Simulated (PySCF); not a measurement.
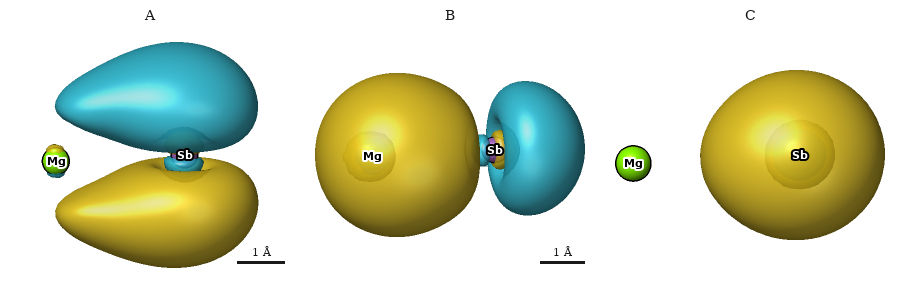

MgSb (quartet). Three frontier β-spin orbitals, each drawn at the value that holds 80 % of its norm (yellow and cyan are the two phases), in no order; of a degenerate pair one member is drawn.

Core potentials replace the inner electrons of Sb.

All numbers below come from PySCF 2.14.0, PBE0/def2-SVPD, non-relativistic Hamiltonian with scalar-relativistic core potentials where named, at a bond length of 2.884 Å.

### Label each orbital by symmetry, say whether it is occupied, and order them by energy.

Orbital C: σ, occupied in this spin, −12.73 eV; mainly on Sb (95 %).
Orbital B: σ, occupied in this spin, −6.19 eV; shared between the atoms (Mg 50 %, Sb 50 %).
Orbital A: π, empty in this spin, −2.77 eV; mainly on Sb (85 %).
